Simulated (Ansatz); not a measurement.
# PtSe2 monolayer (2H): phonons and vibrational spectra, part 2 of 2

Task: relax PtSe2 monolayer (2H), then find its harmonic phonons.

Ansatz 0.2.0; DFT LDA, scalar-relativistic, plane waves, PAW; PAW set soft_1.

So far. Step 4 (Relaxing to small forces for the phonons): The largest force component left is 0.014 meV/Å, within the tolerances set.

## Step 5: Linear response at the zone centre

The zone centre comes first: it holds the modes that light can see, as far as symmetry allows. No field response is asked, since the mesh shows no gap.

Input file input.yaml:

```yaml
crystal:
  lattice:
    - [3.530137067, 0.0, 0.0]
    - [-1.7650685335, 3.0571883788, 0.0]
    - [0.0, 0.0, 30.46]
  atoms:
    - { symbol: Pt, position: [0.3333333333, 0.6666666667, 0.3282994091] }
    - { symbol: Se, position: [0.6666666667, 0.3333333333, 0.3767134983] }
    - { symbol: Se, position: [0.6666666667, 0.3333333333, 0.2798853198] }
  periodic: [true, true, false]
kpoints:
  mp_grid: { grid: [18, 18, 1] }
hamiltonian:
  xc: lda
  pseudopotentials: { kind: paw, azcp: { folder: soft_1 }, xc_functional: pbe }
scf:
  occupations: { method: methfessel_paxton, width: 0.2 }
output:
  eigenvalues: true
phonons:
  method: dfpt
```

Started as:

```sh
$ ansatz run input.yaml --threads 8 --pin off --max-ram 16384MiB --backend cpu --events-out ev --progress --plain --runs-dir out
```

Numbers of over 12 decimals in the logs are rounded to 6 here.

The program printed:

```text
Warning: crystal.symmetry: narrowed to the stabiliser of the run's FFT grids — unitary ops 12 → 6. A phonons.method: dfpt run fills in the rows of the dynamical matrix that it does not solve by its symmetry operations, which is exact only for operations that map its FFT grids onto themselves: filled in by any other, the frequencies could depend on the order in which like atoms are typed, or, by more than the grids' own error, on where the crystal sits among the grids' points. Excluded: 6 operations. The run can therefore solve more perturbations, solve them on more k-points, or both, and cost more. [rest of the remark cut]
[...]
Crystal: 3 atoms, lattice volume = 328.733 Å³
Basis set: ecut = 420 eV, 6371 PW (Γ), exchange–correlation on 48×48×432 points (8 copies of the dense FFT grid, shifted against one another)
Bands: 30, of which v1, the nominal top of the filled ones, is band 25 counted from 1 (24 counted from 0)
Symmetry: 12 space group operations
k-points: 91 of 324 (irreducible under 2 space group operations, time reversal used)
[...]
SCF iter   1: F=—  HF=-23013.073533 eV  |F-HF|=—  |Δ(HF+E_count)|=         —  Δρ=2.98e-2  dr2=3.09e0  ethr=3.10e-3  ⟨swp⟩=13.1  Hψ=16718  notcnv=0
[...]
SCF iter  12: F=-23012.429224 eV  HF=-23012.429224 eV  |F-HF|=3.64e-11  |Δ(HF+E_count)|=  4.37e-11  S|Δr|=    0.00e0  Δρ=8.59e-9  dr2=4.66e-13  ethr=1.00e-12  ⟨swp⟩=8.0  Hψ=14374  notcnv=0
SCF 1 converged in 12 iterations: F = -23012.429224 eV  dr2 = 4.66e-13
[...]
DFPT response loops at Γ: preconditioner auto → none (partly filled bands, converged f_vac=0.779); β = 0.50; Broyden in place of MSR1
SCF converged after 12 iterations
[...]
Free energy (F): -23012.429224 eV
[...]
Internal energy: -23012.428205 eV  (E = F + TS)
E sigma→0 (E₀):  -23012.428969 eV
Entropy (-TS):   -0.001019 eV (-0.340 meV/atom)
Fermi energy:    -4.962521 eV
[...]
--- Band table (eV; the first three rows and the last of 91) ---
  k-point 0: bands = [... 21 lower, -7.6484, -6.7579, -4.2479, -4.2479, -3.9839, -3.9839, -2.1824, -0.4585, ... 1 higher]
  k-point 1: bands = [... 21 lower, -7.6834, -6.7038, -4.4104, -4.2155, -4.1981, -4.0635, -1.9365 (-1.9365°), -0.3993, ... 1 higher]
  k-point 2: bands = [... 21 lower, -7.7913, -6.5778, -4.7836, -4.6344, -4.2852, -4.1259, -1.4232 (-1.4232°), -0.2399, ... 1 higher]
  k-point 90: bands = [... 21 lower, -8.4810, -7.8266, -7.3955, -5.8377, -4.6304, -3.6211, -0.7095, 1.1444, ... 1 higher]
  ° read free of the cell's end (the report's vacuum.weakly_bound_levels)
--- Phonons (Γ-DFPT): 6 representative perturbations + reference, on 91 of 324 k-points (Σ response iterations 29) ---
  ASR residual: 3.714e-5 → 0.000e0 eV/Å²; symmetrization residual: 1.283e-4 eV/Å²
  The last average, over the group as it would stand without the narrowing to the FFT grids, took up to 4.596e-6 eV/Å² of the zone centre's force constants
  ASR residual per site (eV/Å²): 9.52e-6 3.28e-5 3.71e-5
  Γ frequencies (cm⁻¹): 0.00 0.00 0.00 111.24 111.24 134.08 134.08 143.25 205.66
  non-analytic LO–TO correction: not included (Born effective charges unavailable; polar crystals: no LO–TO splitting at Γ)
```

It took 3.3 min on 8 threads of Arm Neoverse N1, shared host; peak memory 2.8 GiB.

In the SCF lines HF is the Harris–Foulkes energy and dr2 the Hartree energy of the density residual, in eV; the loop may stop once dr2 is under the threshold and the program's other checks hold. Hψ counts applications of the Hamiltonian.

Numbers from this step:

* sum-rule residual before enforcement: 3.71e-5 eV/Å²
* point group: -6m2
* highest optical mode at the zone centre (no LO-TO term): 205.7 cm⁻¹
* lowest optical zone-centre mode: 111.2 cm⁻¹

Patterns of degenerate modes are one choice out of their space. The modes at Γ (shares of kinetic energy by element, %):

```csv
mode,frequency (cm⁻¹),symmetry,Pt %,Se %
1,0.0,acoustic,55,45
2,0.0,acoustic,55,45
3,0.0,acoustic,55,45
4,111.2,E'',0,100
5,111.2,E'',0,100
6,134.1,E',45,55
7,134.1,E',45,55
8,143.2,A2'',45,55
9,205.7,A1',0,100
```

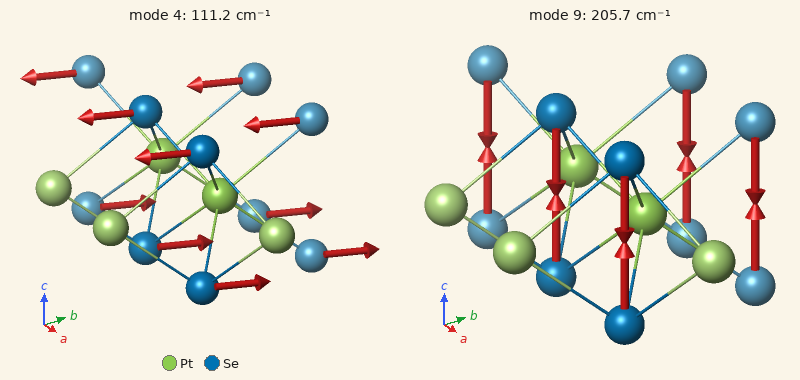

Displacement patterns of modes 4 and 9 at Γ; arrows are exaggerated. 2×1×1 cells are drawn. Some periodic images of atoms are drawn too.

Before it was imposed, the acoustic sum rule was missed by 3.7e-5 eV/Å². Small misses are needed for a sound result but don't prove that mesh and cutoff are converged. The lowest optical mode is real, 111 cm⁻¹.

## Step 6: Response at finite wavevector

Stability and thermal properties need the whole zone. Linear response on a 4×4×1 q mesh gives force constants as far as a supercell of that size would.

Edit input.yaml of step 5 so:

```diff
@@ -11,3 +11,3 @@
 kpoints:
-  mp_grid: { grid: [18, 18, 1] }
+  mp_grid: { grid: [20, 20, 1] }
 hamiltonian:
@@ -21 +21,10 @@
   method: dfpt
+  qmesh: [4, 4, 1]
+  temperatures: { t_max: 1000, t_step: 50 }
+  qpath:
+    path:
+      - [0.0, 0.0, 0.0]
+      - [0.5, 0.0, 0.0]
+      - [0.33333333, 0.33333333, 0.0]
+      - [0.0, 0.0, 0.0]
+    npoints: 10
```

The program printed:

```text
[...]
Crystal: 3 atoms, lattice volume = 328.733 Å³
Basis set: ecut = 420 eV, 6371 PW (Γ), exchange–correlation on 48×48×432 points (8 copies of the dense FFT grid, shifted against one another)
Bands: 30, of which v1, the nominal top of the filled ones, is band 25 counted from 1 (24 counted from 0)
Symmetry: 12 space group operations
k-points: 44 of 400 (irreducible under 6 space group operations, time reversal used)
[...]
SCF iter   1: F=—  HF=-23013.073578 eV  |F-HF|=—  |Δ(HF+E_count)|=         —  Δρ=2.98e-2  dr2=3.09e0  ethr=3.10e-3  ⟨swp⟩=12.9  Hψ=7979  notcnv=0
[...]
SCF iter  11: F=-23012.429910 eV  HF=-23012.429910 eV  |F-HF|=3.86e-10  |Δ(HF+E_count)|=   1.59e-9  S|Δr|=    0.00e0  Δρ=2.72e-8  dr2=2.20e-12  ethr=1.00e-12  ⟨swp⟩=15.7  Hψ=9824  notcnv=0
SCF 1 converged in 11 iterations: F = -23012.429910 eV  dr2 = 2.20e-12
[...]
phonons: the bands overlap, so this run is a metal and interpolates without the dipole-dipole term. If the crystal is really an insulator or semiconductor, its LO-TO splitting is missing
NSCF: frozen V_eff on 44 k-points
[...]
DFPT response loops at q = (0, 0, 0) (fractional): preconditioner auto → none (partly filled bands, converged f_vac=0.779); β = 0.50; Broyden in place of MSR1
[...]
SCF converged after 11 iterations
[...]
Free energy (F): -23012.429910 eV
[...]
Internal energy: -23012.432155 eV  (E = F + TS)
E sigma→0 (E₀):  -23012.430471 eV
Entropy (-TS):   0.002245 eV (0.748 meV/atom)
Fermi energy:    -4.959560 eV
[...]
--- Band table (eV; the first three rows and the last of 44) ---
  k-point 0: bands = [... 21 lower, -7.6418, -6.7527, -4.2406, -4.2406, -3.9755, -3.9755, -2.1757, -0.4566, ... 1 higher]
  k-point 1: bands = [... 21 lower, -7.6701, -6.7084, -4.3739, -4.2142, -4.1532, -4.0403, -1.9722, -0.4084, ... 1 higher]
  k-point 2: bands = [... 21 lower, -7.7569, -6.5989, -4.6961, -4.5336, -4.2229, -4.1402, -1.5261 (-1.5261°), -0.2769, ... 1 higher]
  k-point 43: bands = [... 21 lower, -8.5285, -8.2366, -7.9486, -5.6384, -4.5621, -3.6489, -0.6023, 0.0098, ... 1 higher]
  ° read free of the cell's end (the report's vacuum.weakly_bound_levels)
--- Phonons (Γ-DFPT): 6 representative perturbations + reference (Σ response iterations 29) ---
  ASR residual: 9.447e-5 → 0.000e0 eV/Å²; symmetrization residual: 1.314e-5 eV/Å²
[...]
ASR residual per site (eV/Å²): 9.45e-5 2.20e-5 2.88e-5
  Γ frequencies (cm⁻¹): 0.00 0.00 0.00 111.58 111.58 135.54 135.54 143.47 206.16
--- Phonons (arbitrary-q DFPT): 4 irreducible q on the 4×4×1 mesh ---
  q = [0.0000, 0.0000, 0.0000] (star 1, of the zone-centre solve; hermiticity 3.36e-6, symmetrization 6.87e-12, taken by the last average 3.91e-7): -0.00 0.00 0.00 111.58 111.58 135.54 135.54 143.47 206.16
  q = [0.0000, 0.2500, 0.0000] (star 6, 9 solved perturbations on 210 of 400 k-point pairs; hermiticity 3.07e-6, symmetrization 1.08e-8, taken by the last average 2.03e-6): 16.94 22.59 25.91 83.23 107.46 107.89 126.88 129.00 203.61
[...]
q = [0.2500, 0.2500, 0.0000] (star 6, 6 solved perturbations in 1830 linear systems a pass and spin channel, the states on 400 of 400 k-point pairs; hermiticity 4.65e-6, symmetrization 4.75e-9, taken by the last average 6.85e-7): 29.78 29.90 69.77 97.30 126.39 134.91 141.24 153.53 195.41
  sum rule: each row above includes the acoustic sum rule's correction from the zone centre's row sums; it moved no ω² by more than (0.36 cm⁻¹)²
  mesh force constants: q→R imaginary residual 3.67e-18; ASR residual 9.447e-5 → 0.000e0 eV/Å²; symmetrization residual 6.217e-15 eV/Å²
  interpolated dispersion: 31 rows × 9 modes
  density of states and harmonic sums: on the 20×20×1 q-mesh, interpolated from the force constants of a 4×4×1 supercell (no non-analytic term)
  largest difference from the sums on the solved wave vectors: F 5.70e-2 eV, S 6.87e-5 and C_V 1.39e-5 eV/K
  zero-point energy: 0.057574 eV/cell   skipped modes (ω ≤ 0): 15, of them read as no rigid motion or as one in doubt: 12 (3.150e-1 modes/cell left out, lowest -38.37 cm⁻¹)   left out of the sums: 3.58e-2 of the cell's modes: C_V's classical limit lies that fraction below 3 k_B per atom; for a crystal, a wire or a layer, F and S can be off by more, and a phonons.interpolated_qmesh denser along its periods is the remedy for the sampling
```

It took 24 min on 8 threads; peak memory 7.1 GiB.

This step gave:

```yaml
sum_rule_residual_before_enforcement: 9.45e-5 eV/Å²
lowest_frequency_on_the_path: -36.97 cm⁻¹
highest_frequency_on_the_path_or_at_a_solved_wavevector: 206.2 cm⁻¹
highest_optical_mode_at_the_zone_centre_no_lo_to_term: 206.2 cm⁻¹
lowest_optical_zone_centre_mode: 111.6 cm⁻¹
lowest_mode_on_the_q_mesh_acoustic_modes_at_gamma_apart: 16.94 cm⁻¹
```

Frequencies (cm⁻¹) solved at each irreducible wavevector; negative means imaginary. Frequencies by wavevector, by row:

```csv
q in reciprocal lattice units,star,mode 1,mode 2,mode 3,mode 4,mode 5,mode 6,mode 7,mode 8,mode 9
0 0 0,1,0,0,0,111.6,111.6,135.5,135.5,143.5,206.2
0 0.25 0,6,16.9,22.6,25.9,83.2,107.5,107.9,126.9,129,203.6
0 -0.5 0,3,54.2,55.1,73.5,96.8,135.7,140.4,149,152.2,190.1
0.25 0.25 0,6,29.8,29.9,69.8,97.3,126.4,134.9,141.2,153.5,195.4
```

Interpolated from a 4×4×1 q mesh. The phonon branches at the labelled points (cm⁻¹):

| point | branch 1 | branch 2 | branch 3 | branch 4 | branch 5 | branch 6 | branch 7 | branch 8 | branch 9 |
| --- | --- | --- | --- | --- | --- | --- | --- | --- | --- |
| Γ | 0 | 0 | 0 | 112 | 112 | 136 | 136 | 144 | 206 |
| M | 54 | 55 | 74 | 97 | 136 | 140 | 149 | 152 | 190 |
| K | 38 | 47 | 65 | 102 | 129 | 154 | 154 | 158 | 190 |
| Γ | 0 | 0 | 0 | 112 | 112 | 136 | 136 | 144 | 206 |

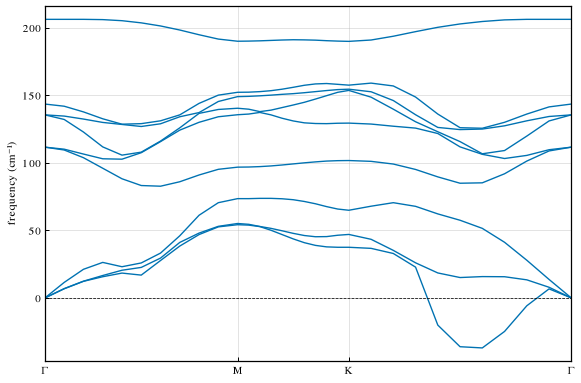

Phonon branches along the path.

The phonon density of states has structure finer than the step of the table below, so its rows give means over 20 cm⁻¹, whole bins alone (the curve runs from -39 to 207 cm⁻¹). Peaks (cm⁻¹: height): 45.0: 0.0701, 71.0: 0.0683, 85.0: 0.0689, 97.0: 0.0682, 107.0: 0.0742, 129.0: 0.217, 191.0: 0.0929.

Tetrahedra on a 20×20×1 mesh, mean over bins of 2 cm-1. Interpolated from a 4×4×1 q mesh. Table of phonon density of states by wavenumber; means over each step:

| wavenumber (cm⁻¹) | phonon density of states (1/cm⁻¹/cell) |
| --- | --- |
| -20 | 0.00801 |
| 0 | 0.00942 |
| 20 | 0.0334 |
| 40 | 0.0540 |
| 60 | 0.0310 |
| 80 | 0.0291 |
| 100 | 0.0506 |
| 120 | 0.0731 |
| 140 | 0.0859 |
| 160 | 0.0217 |
| 180 | 0.00246 |

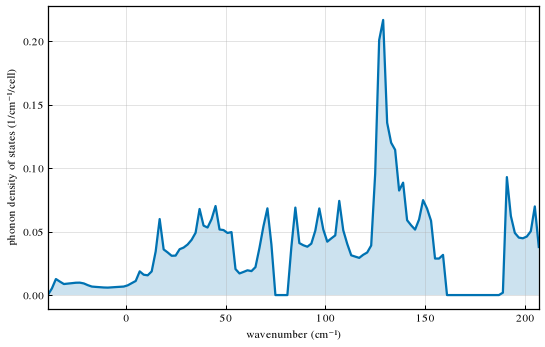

Phonon density of states against wavenumber.

The partial phonon density of states has structure finer than the step of the table below, so its rows give means over 10 cm⁻¹, whole bins alone (the curve runs from -47.8 to 222 cm⁻¹). Peaks (cm⁻¹: height): Pt 16.8: 0.0301, 35.5: 0.0404, 44.0: 0.0503, 50.8: 0.0409, 69.5: 0.0410, 129.0: 0.0312, 151.1: 0.0169; Se 35.5: 0.0244, 96.7: 0.0580, 129.0: 0.149, 203.7: 0.0521.

Phonopy on the run's constants, 19x19x1 mesh, Gaussian sigma 2.0 cm-1. Interpolated from a 4×4×1 q mesh. The partial phonon density of states by wavenumber; means over each step; values in 1/cm⁻¹/cell:

```csv
wavenumber (cm⁻¹),Pt,Se
-40,0.00286,0.00114
-30,0.00751,0.00280
-20,0.00427,0.00187
-10,0.00810,0.00298
0,0.00104,7.9e-4
10,0.00981,0.00758
20,0.0235,0.0172
30,0.0255,0.0146
40,0.0382,0.0186
50,0.0358,0.0135
60,0.0168,0.00482
70,0.0298,0.00899
80,0.00172,0.0163
90,1.7e-4,0.0425
100,0.00419,0.0487
110,0.00947,0.0359
120,0.00817,0.0386
130,0.0262,0.119
140,0.0152,0.0600
150,0.0140,0.0448
160,0.00481,0.0125
170,2.8e-6,1.0e-5
180,1.3e-5,4.7e-5
190,0.00693,0.0287
200,0.00558,0.0437
210,6.2e-4,0.0144
```

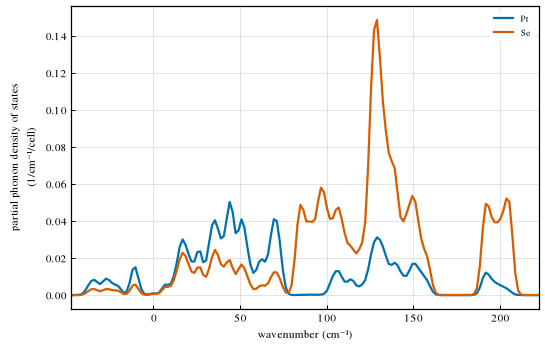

Partial phonon density of states against wavenumber.

Symmetry leaves 4 wavevectors to solve. The lowest mode among them, the acoustic zeros apart, lies at q = (0, 0.25, 0) and is real, 16.9 cm⁻¹. Between them the interpolated path dips to 37i cm⁻¹.

## Step 7: Isotope substitution

An isotope changes the mass and not the force constants, so no new electronic calculation is needed; the shifts show which modes move this element.

The same force constants with the mass of Se changed from 78.971 to 81.917 u (phonopy, no LO-TO term). Both lists are sorted by frequency; levels can cross, so a row need not hold one and the same mode. Modes under 3 cm⁻¹ are left out. Isotope shifts, by row:

```csv
q,rank,natural mass (cm⁻¹),changed mass (cm⁻¹)
0 0 0,4,111.6,109.5
0 0 0,5,111.6,109.5
0 0 0,6,135.5,134.2
0 0 0,7,135.5,134.2
0 0 0,8,143.5,142
0 0 0,9,206.2,202.4
0 0.25 0,1,16.94,16.88
0 0.25 0,2,22.59,22.39
0 0.25 0,3,25.91,25.75
0 0.25 0,4,83.23,81.72
0 0.25 0,5,107.5,106.2
0 0.25 0,6,107.9,106.3
0 0.25 0,7,126.9,124.8
0 0.25 0,8,129,127.4
0 0.25 0,9,203.6,200.2
0 -0.5 0,1,54.22,53.96
0 -0.5 0,2,55.14,54.65
0 -0.5 0,3,73.48,73.13
0 -0.5 0,4,96.77,95.02
0 -0.5 0,5,135.7,133.2
0 -0.5 0,6,140.4,138.5
0 -0.5 0,7,149,146.4
0 -0.5 0,8,152.2,150.8
0 -0.5 0,9,190.1,187.3
0.25 0.25 0,1,29.78,29.5
0.25 0.25 0,2,29.9,29.86
0.25 0.25 0,3,69.77,69.47
0.25 0.25 0,4,97.3,95.54
0.25 0.25 0,5,126.4,124.3
0.25 0.25 0,6,134.9,132.9
0.25 0.25 0,7,141.2,138.8
0.25 0.25 0,8,153.5,151.7
0.25 0.25 0,9,195.4,192.5
```

A mode of this element alone would shift by -1.81 %. The highest zone-centre frequency without the field goes from 206.2 to 202.4 cm⁻¹ (-1.8 %). The product of the frequency ratios over all optical modes at Γ is 0.918; the product rule, (m/m′)^(3k/2) (M′/M)^(3/2) with k = 2 such atoms and M the mass of the cell, gives 0.918.

## Step 8: Summary of results

```yaml
space_group_after_relaxation_within_0p01_a: P-6m2
area_per_atom: 3.60 Å²
electronic_character: no gap on this mesh
highest_optical_mode_at_the_zone_centre_no_lo_to_term: 206 cm⁻¹
lowest_optical_zone_centre_mode: 111 cm⁻¹
lowest_mode_on_the_q_mesh_acoustic_modes_at_gamma_apart: 16.9 cm⁻¹
highest_frequency_on_the_path_or_at_a_solved_wavevector: 206 cm⁻¹
imaginary_modes_on_the_4x4x1_q_mesh: none
```

What this shows: No mode is imaginary at the 4 irreducible wavevectors solved, but between them the interpolated path dips to 37.0i cm⁻¹, so stability is not settled. The optical modes at Γ span 111 to 206 cm⁻¹. The highest mode in this list at Γ, 205.7 cm⁻¹, is mostly motion of Se (100 % of the kinetic energy). The interpolated path dips to 37i cm⁻¹ between the solved wavevectors, which may come from the interpolation; a denser q mesh would tell. With no gap, or one that is small against the smearing, the frequencies hang on the k mesh and the smearing, most of all near Kohn anomalies. In a sheet or slab the interpolated bending branch near Γ is rough, since the rotational sum rule isn't imposed. Spin-orbit coupling is left out, which can matter for the heavy elements here. The PAW files were made for PBE and serve the other functionals too. The starting cell was built on a prototype and not taken from a measurement. These are harmonic frequencies at zero temperature: anharmonic shifts, linewidths and thermal expansion are left out.

[Logs are printed without paths, hosts, clocks, repeated set-up lines and the standing remarks that a program may print on its own settings, such as how far it seeks lower states.]

[Hosts, paths, dates, database ids (printed as entryN), source tags and the programs' standing remarks are cut or masked in the printed files.]
